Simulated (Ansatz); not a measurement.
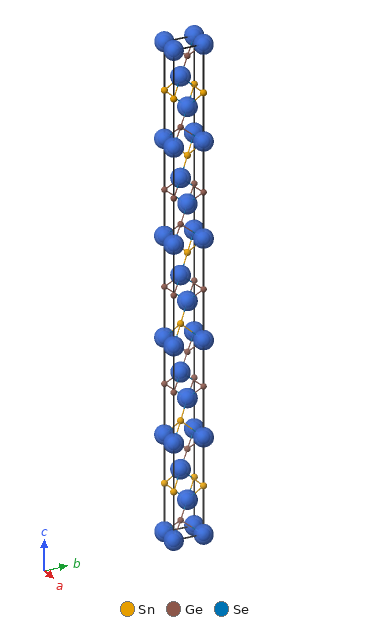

Figure. Sn₂Ge₃Se₅. Isosurface of the ELF at 0.75 (blue), seen slightly off an axis. Only the valence region is drawn (cores and ρ < 0.01 e/Å³ removed). Sticks mark near contacts.

Space group R-3m; a structure generated by program, which may or may not match a known phase.

Theory: Ansatz 0.2.0, DFT PBE, scalar-relativistic, plane waves, PAW.

In a PAW calculation such maps are meaningful between the atoms, not at the nuclei.

Describe the localisation domains.

At this value the surface marks out 15 regions wrapped around Se (the valence shell of each), counted in one cell of 30 atoms. Regions shared between cells count once. Profiles from the grid: Ge–Se (2.86 Å): the ELF is about 0.50 at the midpoint. Sn–Se (3.00 Å): the ELF is about 0.40 at the midpoint.

What Bader charges does the calculation give?

Electrons move from Sn and Ge towards Se. Bader charges: Sn +0.87, Ge +0.69 and Se −0.78 to −0.69 e.
